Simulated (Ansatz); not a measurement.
# Calculations on GaNH₅OCl

**1. Relaxation**

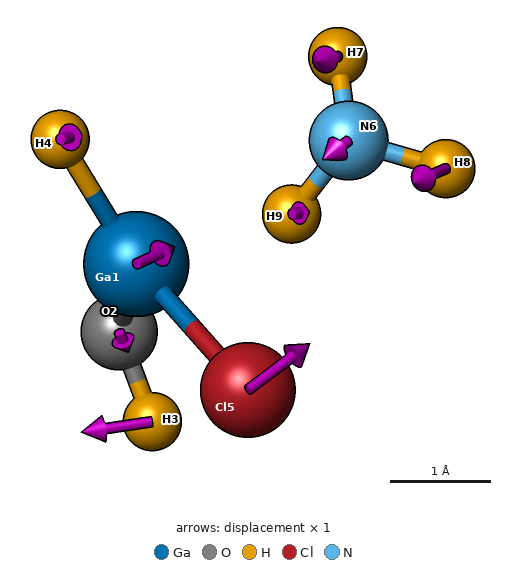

This is a relaxation of GaNH5OCl. The starting structure is drawn; purple arrows show the displacements, at their true length. The two geometries are superimposed by the best rigid fit.

A ball-and-stick model, seen from a free direction.

The run prepares an end point of a later path (reaction) calculation, from a guessed geometry.

These are results of RKS B3LYP-D4/def2-SVP (Ansatz 0.2.0), not measurements. (no spin polarisation; force threshold 0.03 eV/Å; at most 50 steps)

What did the optimiser do to the structure, and how much energy did it gain?

Cl5 moves most after the best rigid fit: 0.87 Å. By element the largest moves are Cl 0.87 Å, H 0.75 Å, Ga 0.62 Å, N 0.40 Å, O 0.30 Å. Among the contacts that change: Ga1–N6 3.114 → 2.103 Å, Ga1–Cl5 2.178 → 2.215 Å, Ga1–O2 1.796 → 1.821 Å, N6–H9 1.042 → 1.025 Å. New bonds form, among them: Ga1–N6 (3.11 → 2.10 Å). Bond angles that change, for instance: H4–Ga1–Cl5 122.8° → 117.3°, Ga1–O2–H3 112.5° → 116.0°, H7–N6–H9 107.1° → 109.4°. Groups turn about Ga1–O2 by about 65°. Over 15 geometry steps the energy falls by 0.787 eV. The largest force component goes from 0.89 to 0.022 eV/Å. The forces were under the threshold at step 13, but the run went on from there. The run took 49 s on 2 threads of Arm Neoverse V1 (shared host), peak memory 0.23 GiB.

Limits of the set-up: the start holds two separate molecules, 2.2 Å apart at their closest, whose relative position is a soft coordinate.

**2. Relaxation**

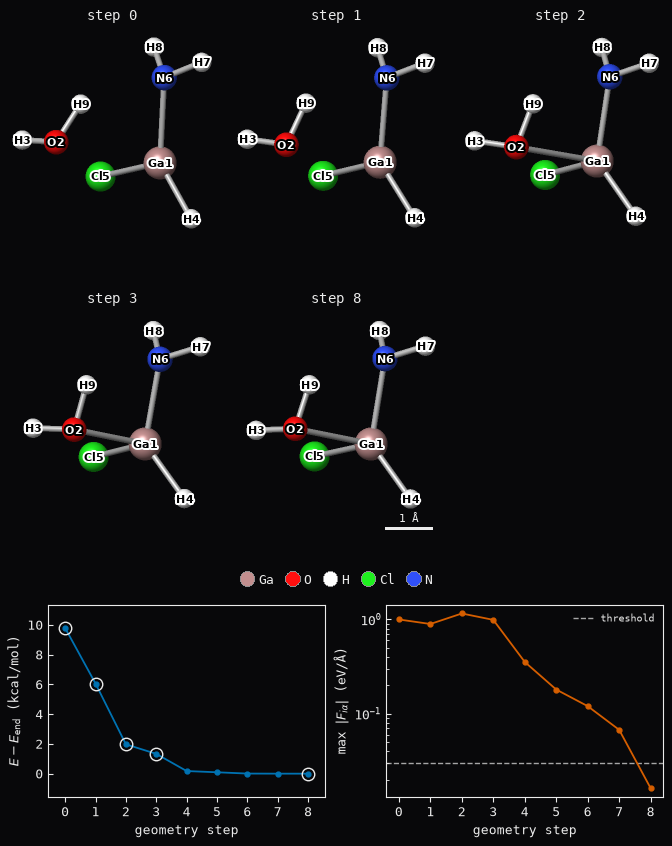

Frames of a relaxation of GaNH$_{5}$OCl, marked on the history of the run. A ball-and-stick model, seen at a tilt.

The run prepares an end point of a later path (reaction) calculation, from a guessed geometry.

Computed with RKS B3LYP-D4/def2-SVP in Ansatz.

Input file:
```yaml
crystal:
  periodic: [false, false, false]
  atoms:
    - { symbol: Ga, position_ang: [0.192758, 0.590563, -0.366782] }
    - { symbol: O, position_ang: [-0.166304, -0.180118, 2.484068] }
    - { symbol: H, position_ang: [-1.115087, -0.367193, 2.466267] }
    - { symbol: H, position_ang: [1.423755, -0.296975, -0.679096] }
    - { symbol: Cl, position_ang: [-1.803959, 0.005226, -0.985835] }
    - { symbol: "N", position_ang: [0.158741, 2.217223, 0.610573] }
    - { symbol: H, position_ang: [1.002742, 2.784087, 0.64795] }
    - { symbol: H, position_ang: [-0.653863, 2.807246, 0.44029] }
    - { symbol: H, position_ang: [-0.119983, 0.798541, 2.342966] }
basis:
  gaussian: { orbitals: def2-SVP }
hamiltonian:
  xc: b3lyp
  dispersion: d4
relax:
  f_tol: 0.03
  max_steps: 50
output:
  orbitals: {}
```

Launched with:
```bash
ansatz run input.yaml --threads 2 --pin off --max-ram 3072MiB --backend cpu --events-out ev --progress --plain --runs-dir out
```

Question: What happens along the run?

Answer: After 8 geometry steps the energy has fallen by 9.79 kcal/mol. The largest force component goes from 1 to 0.016 eV/Å. The atom that moves furthest after the best rigid fit is O2 (0.46 Å). By element the largest moves are O 0.46 Å, Ga 0.38 Å, H 0.31 Å, Cl 0.28 Å, N 0.12 Å. Some distances before and after: Ga1–O2 2.975 → 2.140 Å, Ga1–H9 2.736 → 2.263 Å, Ga1–Cl5 2.171 → 2.202 Å, Ga1–N6 1.898 → 1.886 Å. New bonds form, among them: Ga1–O2 (2.97 → 2.14 Å). Bond angles that change, for instance: H3–O2–H9 103.6° → 106.6°, H7–N6–H8 110.2° → 107.7°. From step 0 to 1: O2 moves most (0.20 Å), energy −3.73 kcal/mol. From step 1 to 2: Ga and O atoms move most (0.19 Å), energy −4.08 kcal/mol. From step 2 to 3: H3 moves most (0.19 Å), energy −0.64 kcal/mol. From step 3 to 8: Cl5 moves most (0.08 Å), energy −1.33 kcal/mol.

Limits of the set-up: the start holds two separate molecules, 2.3 Å apart at their closest, whose relative position is a soft coordinate.

**3. Path**

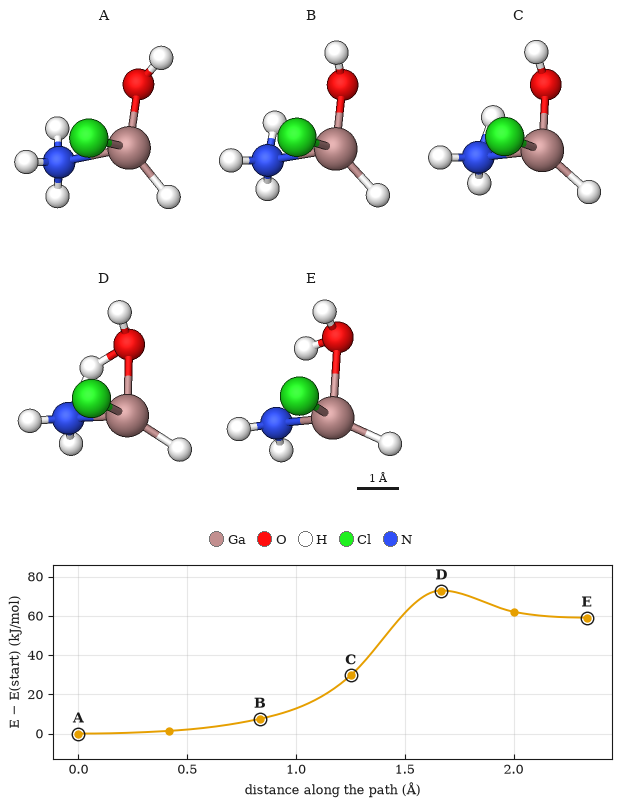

NEB run on GaNH5OCl. Images are numbered from 0 (start) to 6 (end). Frames A to E are images 0, 2, 3, 4, 6. The picture is a ball-and-stick view, seen from a free direction.

Method: Ansatz 0.2.0, RKS B3LYP-D4/def2-SVP. Settings: 5 movable images; climbing image; force threshold 0.05 eV/Å; iteration limit 60; starting path through a guess of the saddle point.

Question: Read off the barrier and say what moves.

Answer: The highest point, image 4, lies 72.9 kJ/mol above the start and 13.8 kJ/mol above the end; the end is at +59.1 kJ/mol relative to the start. A hydrogen atom shifts from one atom to another. Breaking: H–N (1.02 → 1.99 Å). Forming: H–O (2.43 → 0.99 Å). The band converged in 11 iterations. The largest component of the band force went from 11 to 0.034 eV/Å. The climbing image converged on the top of the path. Its vibrational analysis gives one imaginary mode (1005i cm⁻¹), as a transition state must have.
